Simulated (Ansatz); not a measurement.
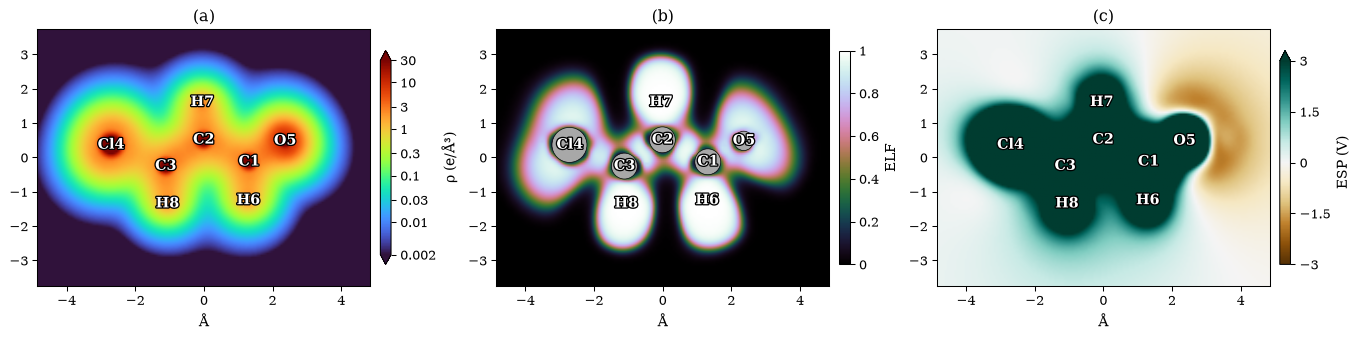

Figure 1: C$_{3}$H$_{3}$ClO (SMILES O=C/C=C/Cl). (a) electron density; (b) ELF; (c) molecular electrostatic potential on the molecular plane. Grey discs cover the atomic cores in the ELF map.

Geometry: r2SCAN-D4/def2-SVP.

These are results of Ansatz, isolated molecule in a Gaussian basis; Kohn-Sham density functional theory, functional PBE0, not measurements.

```xyz
8

C    -1.4683    0.0796   -0.5804
C    -0.2217   -0.2043    0.1430
C     0.9180    0.3989   -0.2379
Cl    2.4379    0.1571    0.5180
O    -2.5387   -0.4171   -0.3068
H    -1.3595    0.8100   -1.4296
H    -0.2609   -0.9076    0.9808
H     0.9537    1.1029   -1.0774
```

Interpret the plot.

- Atoms in the plane: C, Cl, O and H.
- C–O (1.21 Å): the density is about 3.4 e/Å³ at the midpoint; the ELF peaks at about 0.85 between the atoms; a short, multiple covalent bond.
- C–C (1.34 Å): ρ is about 2.3 e/Å³ halfway; the ELF peaks at about 0.95 between the atoms: a short, multiple covalent bond.
- C–Cl (1.71 Å): ρ at the midpoint is about 1.5 e/Å³; the ELF peaks at about 0.90 between the atoms: localised, covalent bonding.
- C–H (1.09 Å): ρ at the midpoint is about 2 e/Å³; the ELF climbs to about 1 towards the hydrogen, as it does in any bond to H (an ordinary covalent bond to hydrogen).
- C–C (1.47 Å): ρ is about 1.9 e/Å³ halfway; the ELF peaks at about 0.95 between the atoms, as expected for a covalent bond.
- The ELF also peaks beside Cl4 and O5, away from the bonds: lone-pair regions.
- Outside the dense part of the molecule the potential is most negative (−1.9 V) near O5.
